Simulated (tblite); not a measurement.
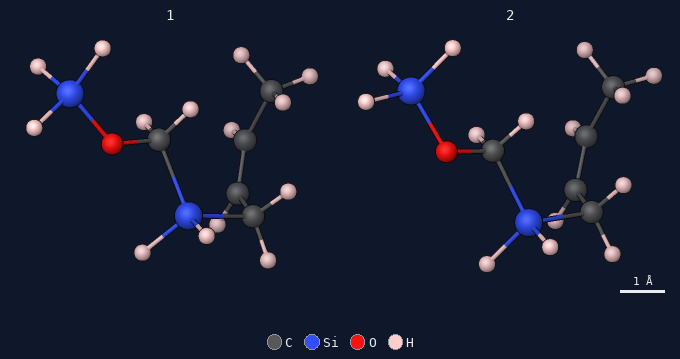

Two geometries of C5H14OSi2, drawn at one scale. One is the start of a relaxation, the other its converged end. A ball-and-stick model, seen from a free direction.

Level of theory: tblite, GFN2-xTB geometry optimisation, gas phase. 

> Which of the two is the end point?

Structure 1 is the relaxed one. The energy falls by 26.6 kJ/mol in 74 geometry steps. The largest move after the best rigid fit is that of an H atom, 0.64 Å. Largest moves by element: H 0.64 Å, C 0.33 Å, O 0.31 Å, Si 0.16 Å. Some distances before and after: O–Si 1.666 → 1.618 Å, C–C 1.359 → 1.326 Å, C–Si 1.886 → 1.916 Å, C–O 1.438 → 1.412 Å. Among the angles between lasting bonds that change: O–Si–H 109.8° → 99.1°, C–O–Si 119.0° → 129.0°, Si–C–O 115.4° → 105.7°.
